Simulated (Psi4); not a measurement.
# SiN2H4 (Si(NH2)2): HF/cc-pVDZ-F12 (density fitting)

What is the vertical singlet–triplet gap of SiN2H4 (Si(NH2)2) at HF/cc-pVDZ-F12 (density fitting)? 

The calculation is run with Psi4 1.11.

1 further run of the same task is left out (set aside as unsound or not needed).

## (1) Starting point

The species is SiN2H4 (7 atoms), meant as a singlet with charge 0. SMILES: `N[Si]N`. The coordinates come from a GFN2-xTB relaxation. This is one conformer, not always the lowest.

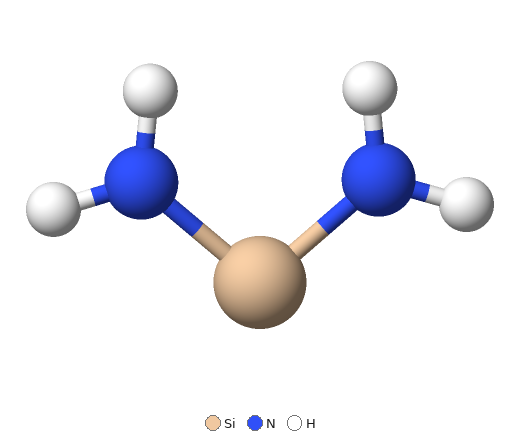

The structure, seen from a chosen angle (silicon light orange, nitrogen blue, hydrogen white).

## (2) A single-point energy at HF/cc-pVDZ-F12 (density fitting)

File h4n2si.dat:

```
memory 1600 mb

molecule geom {
  0 1
  Si     0.009630     0.880650    -0.762080
  N      1.303790     0.016250    -0.035980
  H      2.268610     0.210470    -0.236220
  H      1.196400    -0.748430     0.617520
  N     -1.302450     0.053850    -0.024690
  H     -2.263120     0.292130    -0.197200
  H     -1.212860    -0.704930     0.638650
}

set {
  reference rhf
  scf_type disk_df
}

E = energy('hf/cc-pVDZ-F12')
```

Run with:

```sh
psi4 h4n2si.dat h4n2si.out -n 1
```

h4n2si.out:

```text
[...]
  Running in c1 symmetry.
[...]
  Nuclear repulsion =  103.309387026185647
[...]
  Multiplicity = 1
[...]
  Nalpha       = 16
  Nbeta        = 16
[...]
    Number of basis functions: 135
[...]
   @DF-RHF iter   1:  -400.07115150994395   -7.10372e-01   4.78655e-03 DIIS/ADIIS
[...]
   @DF-RHF iter   7:  -400.25520455422753   -1.05016e-07   5.22082e-07 DIIS
[...]
    Orbital Energies [Eh]
    ---------------------
    Doubly Occupied:
       1A    -68.769793     2A    -15.541864     3A    -15.541792
       4A     -6.114300     5A     -4.217811     6A     -4.217579
       7A     -4.216644     8A     -1.153930     9A     -1.118584
      10A     -0.700117    11A     -0.676581    12A     -0.646418
      13A     -0.568919    14A     -0.449673    15A     -0.393156
      16A     -0.326977
[...]
  @DF-RHF Final Energy:  -400.25520455422753
   => Energetics <=
    Nuclear Repulsion Energy =            103.3093870261856466
    One-Electron Energy =                -757.8209726646969102
    Two-Electron Energy =                 254.2563810842837597
    Total Energy =                       -400.2552045542275323
[...]
 Multipole Moments:
 ------------------------------------------------------------------------------------
     Multipole            Electronic (a.u.)      Nuclear  (a.u.)        Total (a.u.)
 ------------------------------------------------------------------------------------
 L = 1.  Multiply by 2.5417464519 to convert [e a0] to [Debye]
 Dipole X            :          0.0198108           -0.0274675           -0.0076567
 Dipole Y            :          1.7597586           -2.4197960           -0.6600375
 Dipole Z            :         -1.5230500            2.0940035            0.5709536
 Magnitude           :                                                    0.8727520
[...]
```

Run time: 7.5 s. Hardware: 1 thread of AMD EPYC 7B13 (Zen 3), shared host; peak memory 0.36 GiB.

## (3) The triplet, same level

File h4n2si.dat:

```
memory 1600 MB

molecule m {
  0 3
  Si     0.009630     0.880650    -0.762080
  N      1.303790     0.016250    -0.035980
  H      2.268610     0.210470    -0.236220
  H      1.196400    -0.748430     0.617520
  N     -1.302450     0.053850    -0.024690
  H     -2.263120     0.292130    -0.197200
  H     -1.212860    -0.704930     0.638650
  units angstrom
}

set {
  reference rohf
  scf_type disk_df
}

e_tot, wfn = energy('scf/cc-pVDZ-F12', return_wfn=True)
```

Run with:

```sh
psi4 -n 1 h4n2si.dat h4n2si.out
```

h4n2si.out:

```text
[...]
  Running in c1 symmetry.
[...]
  Nuclear repulsion =  103.309387026185647
[...]
  Multiplicity = 3
[...]
  Nalpha       = 17
  Nbeta        = 15
[...]
    Number of basis functions: 135
[...]
   @DF-ROHF iter   1:  -399.94750276986167   -5.86723e-01   3.69708e-03 DIIS
[...]
   @DF-ROHF iter   8:  -400.16055725093702   -1.80065e-07   8.76037e-07 DIIS
[...]
    Orbital Energies [Eh]
    ---------------------
    Doubly Occupied:
       1A    -68.798568     2A    -15.532621     3A    -15.532561
       4A     -6.140328     5A     -4.247625     6A     -4.246801
       7A     -4.246639     8A     -1.146102     9A     -1.110849
      10A     -0.690187    11A     -0.668334    12A     -0.639860
      13A     -0.561237    14A     -0.449132    15A     -0.395540
    Singly Occupied:
      16A     -0.206217    17A     -0.016297
[...]
  @DF-ROHF Final Energy:  -400.16055725093702
   => Energetics <=
    Nuclear Repulsion Energy =            103.3093870261856466
    One-Electron Energy =                -757.4374880279474382
    Two-Electron Energy =                 253.9675437508247455
    Total Energy =                       -400.1605572509370745
[...]
 Multipole Moments:
 ------------------------------------------------------------------------------------
     Multipole            Electronic (a.u.)      Nuclear  (a.u.)        Total (a.u.)
 ------------------------------------------------------------------------------------
 L = 1.  Multiply by 2.5417464519 to convert [e a0] to [Debye]
 Dipole X            :          0.0237431           -0.0274675           -0.0037244
 Dipole Y            :          2.1274496           -2.4197960           -0.2923465
 Dipole Z            :         -1.8408347            2.0940035            0.2531688
 Magnitude           :                                                    0.3867490
[...]
```

It took 2.7 s on 1 thread of AMD EPYC 7B13 (Zen 3), shared host; peak memory 0.36 GiB.

## (4) What came out

Level: HF/cc-pVDZ-F12 (density fitting).

| quantity | value |
| --- | --- |
| singlet: total energy | -400.25520 Eh |
| singlet: dipole moment | 2.22 D |
| singlet: HOMO energy | -8.90 eV |
| singlet: LUMO energy | 1.33 eV |
| singlet: HOMO–LUMO gap | 10.23 eV |
| triplet: total energy | -400.16056 Eh |
| triplet: dipole moment | 0.98 D |
| vertical energy of the triplet above the singlet | 2.575 eV |

In words: At this shape the triplet lies 2.58 eV (59 kcal/mol) above the singlet.
